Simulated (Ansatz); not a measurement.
# GeNH₃ + HF: a complex and its separated parts, part 2 of 2

Ansatz 0.2.0, Gaussian basis. The steps go on from the part before.

### Step 14. wB97X-V/def2-TZVPP

The inputs:

parta/in.yaml

```yaml
crystal:
  periodic: [false, false, false]
  atoms:
    - {symbol: Ge, position_ang: [-0.902902, -0.201514, 0.645184]}
    - {symbol: N, position_ang: [0.177088, 0.674923, -0.338028]}
    - {symbol: H, position_ang: [-0.580224, -1.668986, 0.928067]}
    - {symbol: H, position_ang: [-2.204938, 0.280375, 1.317407]}
    - {symbol: H, position_ang: [-0.137503, 1.637949, -0.457474]}
basis:
  gaussian: {orbitals: def2-TZVPP}
hamiltonian: {xc: {name: wB97X-V}}
```

partb/in.yaml

```yaml
crystal:
  periodic: [false, false, false]
  atoms:
    - {symbol: F, position_ang: [2.172051, -0.631609, -1.180362]}
    - {symbol: H, position_ang: [1.476526, -0.091038, -0.914792]}
basis:
  gaussian: {orbitals: def2-TZVPP}
hamiltonian: {xc: {name: wB97X-V}}
```

One command serves all of them, each in its own folder.

The run is started by

```sh
$ ansatz run in.yaml --threads 2 --pin off --events-out ev --progress --plain --max-ram 4352MiB
```

parta printed, shortened:

```text
Functional definition: wB97X-V
  name "wB97X-V"
  cite "Mardirossian & Head-Gordon, Phys. Chem. Chem. Phys. 16, 9904 (2014) doi:10.1039/C3CP54374A"
  cite "Becke, J. Chem. Phys. 107, 8554 (1997) doi:10.1063/1.475007"
  cite "Vydrov & Van Voorhis, J. Chem. Phys. 133, 244103 (2010) doi:10.1063/1.3521275"
[...]
      + integral(e_c_pw_opposite_spin*poly(b97_u_opposite, cos0, cos1)) + vv10(b, c)
721 factors; their error is unknown
157 factors; integrals over basis functions are off by at most 1.2e-5 eV
[...]
mean field -58050.24171304 eV, -2133.3070350872 hartree, gradient 4.6e-5 eV, S^2 0.000000; 0 other end points of the search recorded, 0 dependent functions left out
reference -58050.24171156 eV, -2133.3070350327 hartree; 21, 21 occupied and 100, 100 virtual orbitals, 721 factors
Total energy: -58050.24171156 eV, -2133.3070350327 hartree
```

Log of partb, shortened:

```text
[... 5 set-up lines as earlier in the session ...]
[...]
      + integral(e_c_pw_opposite_spin*poly(b97_u_opposite, cos0, cos1)) + vv10(b, c)
215 factors; their error is unknown
48 factors; integrals over basis functions are off by at most 2.2e-5 eV
[...]
mean field -2733.49560705 eV, -100.4541107291 hartree, gradient 1.0e-5 eV, S^2 0.000000; 0 other end points of the search recorded, 0 dependent functions left out
reference -2733.49560645 eV, -100.4541107073 hartree; 5, 5 occupied and 40, 40 virtual orbitals, 215 factors
Total energy: -2733.49560645 eV, -100.4541107073 hartree
```

They took 3.5 s (parta), 0.45 s (partb) on 2 threads of Arm Neoverse V1, shared host.

### Step 15. wB97M-V/def2-TZVPP

The same edit goes into each in.yaml of step 14 (parta, partb):

```diff
-hamiltonian: {xc: {name: wB97X-V}}
+hamiltonian: {xc: {name: wB97M-V}}
```

One command serves all of them, each in its own folder.

The run is started by

```sh
$ ansatz run in.yaml --threads 2 --pin off --events-out ev --progress --plain --max-ram 4352MiB
```

parta printed, shortened:

```text
Functional definition: wB97M-V
  name "wB97M-V"
  cite "Mardirossian & Head-Gordon, J. Chem. Phys. 144, 214110 (2016) doi:10.1063/1.4952647"
[... 2 set-up lines as earlier in the session ...]
  # Of w^i u^j: cxij and so on, Table III.
[...]
  gx(w, u) = 1 - cx + cx01*u + cx10*w
[...]
      + integral(e_c_pw_mod_opposite_spin*gos(b97_w_opposite, b97_u_opposite)) + vv10(b, c)
718 factors; their error is unknown
157 factors; integrals over basis functions are off by at most 1.2e-5 eV
[...]
mean field -58052.10468492 eV, -2133.3754980408 hartree, gradient 6.0e-5 eV, S^2 0.000000; 0 other end points of the search recorded, 0 dependent functions left out
reference -58052.10472080 eV, -2133.3754993595 hartree; 21, 21 occupied and 100, 100 virtual orbitals, 718 factors
Total energy: -58052.10472080 eV, -2133.3754993595 hartree
```

Log of partb, shortened:

```text
[... 5 set-up lines as earlier in the session ...]
  # Of w^i u^j: cxij and so on, Table III.
[...]
  gx(w, u) = 1 - cx + cx01*u + cx10*w
[...]
      + integral(e_c_pw_mod_opposite_spin*gos(b97_w_opposite, b97_u_opposite)) + vv10(b, c)
215 factors; their error is unknown
48 factors; integrals over basis functions are off by at most 2.2e-5 eV
[...]
mean field -2733.67553276 eV, -100.4607228773 hartree, gradient 1.2e-5 eV, S^2 0.000000; 0 other end points of the search recorded, 0 dependent functions left out
reference -2733.67554743 eV, -100.4607234162 hartree; 5, 5 occupied and 40, 40 virtual orbitals, 215 factors
Total energy: -2733.67554743 eV, -100.4607234162 hartree
```

Times: 3.7 s (parta), 0.45 s (partb) on 2 threads of Arm Neoverse V1, shared host.

### Step 16. B2PLYP/def2-TZVPP

Each input of step 15 (parta, partb) changes in the same lines:

```diff
-hamiltonian: {xc: {name: wB97M-V}}
+hamiltonian: {xc: {name: B2PLYP}}
```

Each run has its own folder and the same command.

The run is started by

```sh
$ ansatz run in.yaml --threads 2 --pin off --events-out ev --progress --plain --max-ram 4352MiB
```

Log of parta, shortened:

```text
Functional definition: B2PLYP
  name "B2PLYP"
  cite "Grimme, J. Chem. Phys. 124, 034108 (2006) doi:10.1063/1.2148954"
[... 2 set-up lines as earlier in the session ...]
[...]
744 factors; integrals over basis functions are off by at most 9.5e-4 eV
[...]
mean field -58040.56926564 eV, -2132.9515792015 hartree, gradient 6.2e-6 eV, S^2 0.000000; 0 other end points of the search recorded, 0 dependent functions left out
10 core orbitals not correlated: weight in the atoms' cores, before any rotation towards them, 1.000 or more for the frozen orbitals, at most 0.000 for the correlated occupied ones
reference -58040.56939095 eV, -2132.9515838066 hartree; 11, 11 occupied and 100, 100 virtual orbitals, 744 factors
second order -16.16093343 eV of doubles, -0.00000000 eV of singles
Total energy: -58044.93284298 eV, -2133.1119377110 hartree
```

partb printed, shortened:

```text
[... 5 set-up lines as earlier in the session ...]
[...]
287 factors; integrals over basis functions are off by at most 1.0e-3 eV
[...]
mean field -2730.72523186 eV, -100.3523013187 hartree, gradient 1.4e-6 eV, S^2 0.000000; 0 other end points of the search recorded, 0 dependent functions left out
1 core orbitals not correlated: weight in the atoms' cores, before any rotation towards them, 1.000 or more for the frozen orbitals, at most 0.000 for the correlated occupied ones
reference -2730.72528856 eV, -100.3523034025 hartree; 4, 4 occupied and 40, 40 virtual orbitals, 287 factors
second order -8.59405698 eV of doubles, -0.00000000 eV of singles
Total energy: -2733.04568395 eV, -100.4375763601 hartree
```

Wall times: 2 s (parta), 0.25 s (partb) on 2 threads of Arm Neoverse V1, shared host.

### Step 17. PBE-QIDH/def2-TZVPP

Each input of step 16 (parta, partb) changes in the same lines:

```diff
-hamiltonian: {xc: {name: B2PLYP}}
+hamiltonian: {xc: {name: PBE-QIDH}}
```

Each run has its own folder and the same command.

The run is started by

```sh
$ ansatz run in.yaml --threads 2 --pin off --events-out ev --progress --plain --max-ram 4352MiB
```

Log of parta, shortened:

```text
Functional definition: PBE-QIDH
  name "PBE-QIDH"
  cite "Brémond, Sancho-García, Pérez-Jiménez & Adamo, J. Chem. Phys. 141, 031101 (2014) doi:10.1063/1.4890314"
[... 1 set-up line as earlier in the session ...]
[...]
744 factors; integrals over basis functions are off by at most 9.5e-4 eV
[...]
mean field -58032.98712680 eV, -2132.6729407385 hartree, gradient 4.8e-6 eV, S^2 0.000000; 0 other end points of the search recorded, 0 dependent functions left out
10 core orbitals not correlated: weight in the atoms' cores, before any rotation towards them, 1.000 or more for the frozen orbitals, at most 0.000 for the correlated occupied ones
reference -58032.98713586 eV, -2132.6729410713 hartree; 11, 11 occupied and 100, 100 virtual orbitals, 744 factors
second order -14.80765076 eV of doubles, -0.00000000 eV of singles
Total energy: -58037.92301944 eV, -2132.8543314474 hartree
```

Output in partb, shortened:

```text
[... 4 set-up lines as earlier in the session ...]
[...]
287 factors; integrals over basis functions are off by at most 1.0e-3 eV
[...]
mean field -2728.92248753 eV, -100.2860516867 hartree, gradient 3.8e-6 eV, S^2 0.000000; 0 other end points of the search recorded, 0 dependent functions left out
1 core orbitals not correlated: weight in the atoms' cores, before any rotation towards them, 1.000 or more for the frozen orbitals, at most 0.000 for the correlated occupied ones
reference -2728.92249089 eV, -100.2860518099 hartree; 4, 4 occupied and 40, 40 virtual orbitals, 287 factors
second order -8.07155470 eV of doubles, -0.00000000 eV of singles
Total energy: -2731.61300912 eV, -100.3849265313 hartree
```

They took 2.5 s (parta), 0.25 s (partb) on 2 threads of Arm Neoverse V1, shared host.

### Step 18. RPA on PBE/def2-TZVPP

The same edit goes into each in.yaml of step 17 (parta, partb):

```diff
-hamiltonian: {xc: {name: PBE-QIDH}}
+hamiltonian: {xc: pbe}
+correlation: {method: rpa}
```

Each run has its own folder and the same command.

The run is started by

```sh
$ ansatz run in.yaml --threads 2 --pin off --events-out ev --progress --plain --max-ram 4352MiB
```

Log of parta, shortened:

```text
[... 4 set-up lines as earlier in the session ...]
[...]
744 factors; integrals over basis functions are off by at most 9.5e-4 eV
[...]
mean field -58045.74045512 eV, -2133.1416169097 hartree, gradient 4.0e-6 eV, S^2 0.000000; 2 other end points of the search recorded, 0 dependent functions left out
10 core orbitals not correlated: weight in the atoms' cores, before any rotation towards them, 1.000 or more for the frozen orbitals, at most 0.000 for the correlated occupied ones
reference -58000.29019073 eV, -2131.4713505005 hartree; 11, 11 occupied and 100, 100 virtual orbitals, 744 factors
Total energy: -58020.75186721 eV, -2132.2233032417 hartree
```

Log of partb, shortened:

```text
[... 4 set-up lines as earlier in the session ...]
[...]
287 factors; integrals over basis functions are off by at most 1.0e-3 eV
[...]
mean field -2731.84358179 eV, -100.3933999208 hartree, gradient 9.3e-7 eV, S^2 0.000000; 0 other end points of the search recorded, 0 dependent functions left out
1 core orbitals not correlated: weight in the atoms' cores, before any rotation towards them, 1.000 or more for the frozen orbitals, at most 0.000 for the correlated occupied ones
reference -2722.68122459 eV, -100.0566895042 hartree; 4, 4 occupied and 40, 40 virtual orbitals, 287 factors
Total energy: -2733.63265952 eV, -100.4591473145 hartree
```

Times: 2.5 s (parta), 0.25 s (partb) on 2 threads of Arm Neoverse V1, shared host.

### Step 19. CCSD(T)/def2-TZVPP

The same edit goes into each in.yaml of step 18 (parta, partb):

```diff
-hamiltonian: {xc: pbe}
-correlation: {method: rpa}
+correlation: {method: ccsd_t}
```

The same command starts each run, in its folder.

The run is started by

```sh
$ ansatz run in.yaml --threads 2 --pin off --events-out ev --progress --plain --max-ram 4352MiB
```

Output in parta, shortened:

```text
Functional definition: HF
  name "HF"
  cite "Fock, Z. Phys. 61, 126 (1930) doi:10.1007/BF01340294"
[... 1 set-up line as earlier in the session ...]
[...]
744 factors; integrals over basis functions are off by at most 9.5e-4 eV
[...]
mean field -58001.42422330 eV, -2131.5130254290 hartree, gradient 2.9e-6 eV, S^2 0.000000; 0 other end points of the search recorded, 0 dependent functions left out; unrestricted orbitals would lower it
[...]
reference -58001.42422330 eV, -2131.5130254290 hartree; 11, 11 occupied and 100, 100 virtual orbitals, 744 factors
second order -12.98399896 eV of doubles, -0.00000000 eV of singles
cycle   1  -12.57567847 eV  change    4.1e-1 eV  update   1.2e-1
[...]
cycle  11  -13.16999329 eV  change   -1.0e-5 eV  update   1.0e-5
perturbative correction -0.60815924 eV, -0.0223494397 hartree
Total energy: -58015.20237583 eV, -2132.0193631954 hartree
```

partb printed, shortened:

```text
[... 4 set-up lines as earlier in the session ...]
[...]
287 factors; integrals over basis functions are off by at most 1.0e-3 eV
[...]
mean field -2722.91269011 eV, -100.0651957050 hartree, gradient 4.5e-6 eV, S^2 0.000000; 0 other end points of the search recorded, 0 dependent functions left out
1 core orbitals not correlated: weight in the atoms' cores, before any rotation towards them, 1.000 or more for the frozen orbitals, at most 0.000 for the correlated occupied ones
reference -2722.91269011 eV, -100.0651957050 hartree; 4, 4 occupied and 40, 40 virtual orbitals, 287 factors
second order -7.36487337 eV of doubles, -0.00000000 eV of singles
cycle   1  -7.29622761 eV  change    6.9e-2 eV  update   3.9e-2
[...]
cycle   8  -7.43091139 eV  change    4.9e-7 eV  update   3.3e-6
perturbative correction -0.17033967 eV, -0.0062598675 hartree
Total energy: -2730.51394117 eV, -100.3445365291 hartree
```

Times: 8.5 s (parta), 0.2 s (partb) on 2 threads of Arm Neoverse V1, shared host; peak memory 0.53 GiB.

### Step 20. Vibrations of GeNH₃

vib-parta/in.yaml

```yaml
crystal:
  periodic: [false, false, false]
  atoms:
    - {symbol: Ge, position_ang: [-0.902902, -0.201514, 0.645184]}
    - {symbol: N, position_ang: [0.177088, 0.674923, -0.338028]}
    - {symbol: H, position_ang: [-0.580224, -1.668986, 0.928067]}
    - {symbol: H, position_ang: [-2.204938, 0.280375, 1.317407]}
    - {symbol: H, position_ang: [-0.137503, 1.637949, -0.457474]}
basis:
  gaussian: {orbitals: def2-TZVP}
hamiltonian: {xc: pbe0, dispersion: d4}
phonons: {temperatures: {t_min: 298.15, t_max: 900, t_step: 200}}
```

The run is started by

```sh
$ ansatz run in.yaml --threads 2 --pin off --events-out ev --progress --plain --max-ram 4352MiB
```

Standard output, shortened:

```text
[... 5 set-up lines as earlier in the session ...]
[...]
688 factors; their error is unknown
[...]
mean field -58047.03853301 eV, -2133.1893203923 hartree, gradient 1.3e-5 eV, S^2 0.000000; 0 other end points of the search recorded, 0 dependent functions left out
[...]
Atom 2 at    -0.580224    -1.668986     0.928067 Å, force    -0.000135     0.001179    -0.000588 eV/Å
Atom 3 at    -2.204938     0.280375     1.317407 Å, force     0.000837    -0.000192    -0.000247 eV/Å
Atom 4 at    -0.137503     1.637949    -0.457474 Å, force    -0.000475    -0.000433    -0.000234 eV/Å
Dipole moment:    -0.467727    -0.067508     0.321844 e Å
Vibrations: 523.44 534.74 773.00 866.86 897.94 957.52 2112.34 2198.69 3512.05 cm⁻¹, zero-point energy 0.767251 eV
```

Wall time 24 s (2 threads of Arm Neoverse V1, shared host).

Wavenumbers and character of the modes:

| mode | wavenumber (cm⁻¹) | character |
| --- | --- | --- |
| 1 | 523 | torsion with out-of-plane bend |
| 2 | 535 | bend |
| 3 | 773 | torsion |
| 4 | 867 | bend |
| 5 | 898 | Ge–N stretch |
| 6 | 958 | bend |
| 7 | 2112 | Ge–H stretch |
| 8 | 2199 | Ge–H stretch |
| 9 | 3512 | N–H stretch |

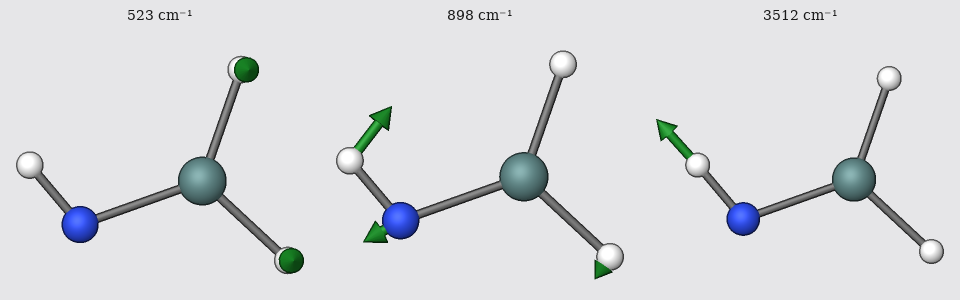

How the atoms move in 3 of the modes.

Vibrational sums (real modes only):

| T (K) | entropy (J/mol/K) | heat capacity (J/mol/K) |
| --- | --- | --- |
| 298 | 7.6 | 19.1 |
| 498 | 21.6 | 35.1 |
| 698 | 35.1 | 44.9 |
| 898 | 47.3 | 51.6 |

### Step 21. Vibrations of HF

vib-partb/in.yaml

```yaml
crystal:
  periodic: [false, false, false]
  atoms:
    - {symbol: F, position_ang: [2.172051, -0.631609, -1.180362]}
    - {symbol: H, position_ang: [1.476526, -0.091038, -0.914792]}
basis:
  gaussian: {orbitals: def2-TZVP}
hamiltonian: {xc: pbe0, dispersion: d4}
phonons: {temperatures: {t_min: 298.15, t_max: 900, t_step: 200}}
```

The run is started by

```sh
$ ansatz run in.yaml --threads 2 --pin off --events-out ev --progress --plain --max-ram 4352MiB
```

Standard output, shortened:

```text
[... 5 set-up lines as earlier in the session ...]
[...]
200 factors; their error is unknown
[...]
mean field -2731.80169997 eV, -100.3918607921 hartree, gradient 6.9e-6 eV, S^2 0.000000; 0 other end points of the search recorded, 0 dependent functions left out
[...]
reference -2731.80151894 eV, -100.3918541395 hartree; 5, 5 occupied and 32, 32 virtual orbitals, 200 factors
Total energy: -2731.80322170 eV, -100.3919167147 hartree
Atom 0 at     2.172051    -0.631609    -1.180362 Å, force    -0.000038     0.000029     0.000014 eV/Å
Atom 1 at     1.476526    -0.091038    -0.914792 Å, force     0.000038    -0.000029    -0.000014 eV/Å
Dipole moment:    -0.303008     0.235502     0.115697 e Å
Vibrations: 4152.86 cm⁻¹, zero-point energy 0.257445 eV
```

It took 1.2 s on 2 threads of Arm Neoverse V1, shared host.

The modes, with what each moves most:

| mode | wavenumber (cm⁻¹) | character |
| --- | --- | --- |
| 1 | 4153 | F–H stretch |

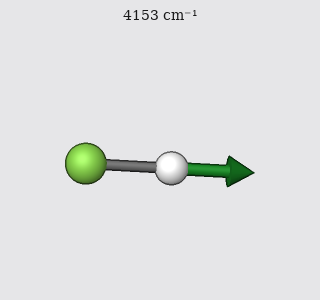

How the atoms move in 1 of the modes.

Vibrational sums (real modes only):

| T (K) | entropy (J/mol/K) | heat capacity (J/mol/K) |
| --- | --- | --- |
| 298 | 0.0 | 0.0 |
| 498 | 0.0 | 0.0 |
| 698 | 0.0 | 0.1 |
| 898 | 0.1 | 0.5 |

### Step 22. Complex less separated parts

The complex's own energies come from single points at the same levels.

Rows are in def2-TZVPP; times add the 3 runs of a level on a shared host, so small differences are noise.

Differences are taken before rounding.

| method | rung | complex less parts (kcal/mol) | from CCSD(T) (kcal/mol) | time |
| --- | --- | --- | --- | --- |
| SPW92 | LDA | -19.5 | -7.1 | 1.7 s |
| PBE-D4 | GGA | -14.8 | -2.3 | 2.6 s |
| BLYP-D4 | GGA | -14.2 | -1.7 | 2.7 s |
| r2SCAN-D4 | meta-GGA | -14.3 | -1.8 | 5.5 s |
| B97M-V | meta-GGA | -12.8 | -0.3 | 11 s |
| PBE0-D4 | hybrid | -14.8 | -2.4 | 3.5 s |
| B3LYP-D4 | hybrid | -14.6 | -2.1 | 3.5 s |
| r2SCAN0-D4 | hybrid | -14.6 | -2.1 | 6.6 s |
| BHLYP-D4 | hybrid | -15.0 | -2.6 | 3.8 s |
| CAM-B3LYP-D4 | range-separated hybrid | -15.8 | -3.3 | 4.1 s |
| wB97X-V | range-separated hybrid | -14.6 | -2.1 | 10 s |
| wB97M-V | range-separated hybrid | -14.1 | -1.6 | 12 s |
| B2PLYP | double hybrid | -13.2 | -0.7 | 6.4 s |
| PBE-QIDH | double hybrid | -13.9 | -1.4 | 6.9 s |
| RPA on PBE | RPA | -11.0 | +1.4 | 7.1 s |
| Hartree-Fock | wavefunction | -11.5 | +1.0 |  |
| MP2 | wavefunction | -12.8 | -0.3 |  |
| CCSD | wavefunction | -12.4 | 0.0 |  |
| CCSD(T) | wavefunction | -12.5 | 0 | 65 s |

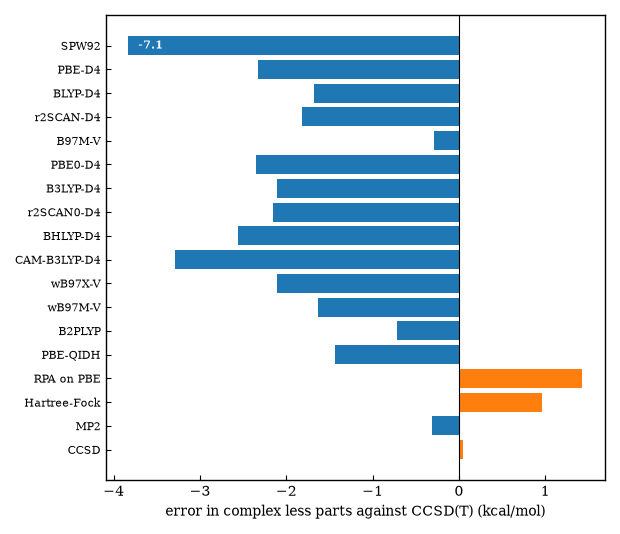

How far each level lands from CCSD(T). Bars with a number in them are cut short.

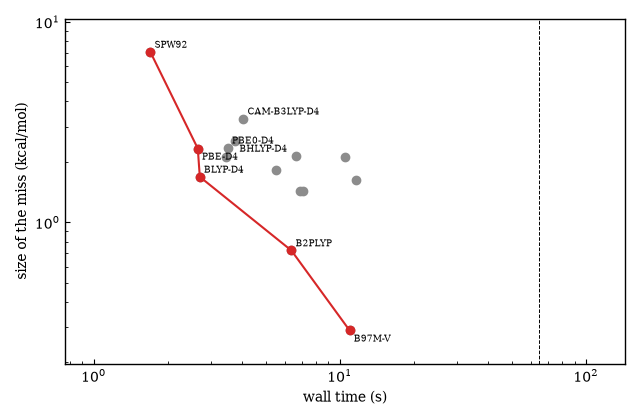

Accuracy for the time spent; red marks the levels that beat every quicker one drawn (of those quicker than the yardstick), and the dashed line is the time of CCSD(T). Only those levels and the largest misses are named. Times are from a shared host.

B97M-V reaches 0.3 kcal/mol from the reference in 11 s, where CCSD(T) took 65 s; the quickest level in the cost chart, SPW92, takes 1.7 s and misses by 7.1 kcal/mol.

The complex's zero-point energy, from a separate PBE0-D4 run, is 1.120 eV.

### Step 23. Summary of results

This closing draws on all 2 parts.

| quantity | value |
| --- | --- |
| complex less parts, CCSD(T)/def2-TZVPP | -12.5 kcal/mol |
| with zero-point energy | -10.3 kcal/mol |
| largest T1 diagnostic | 0.018 |

**Reading.** At CCSD(T) the complex lies 12.5 kcal/mol below its parts. Among the functionals B97M-V lands nearest to CCSD(T) (-0.3 kcal/mol) and SPW92 farthest (-7.1 kcal/mol). Mean unsigned error by rung: LDA 7.1, GGA 2.0, meta-GGA 1.1, hybrid 2.3, range-separated hybrid 2.3, double hybrid 1.1 kcal/mol. PBE-D4 gives a relative energy 2.3 kcal/mol too low, outside chemical accuracy (1 kcal/mol). No counterpoise was applied, and triple zeta lacks some correlation, so the CCSD(T) reference has a basis error of its own, and close matches with it are partly luck. The restricted Hartree–Fock reference is unstable towards an unrestricted one at one or more of these structures.
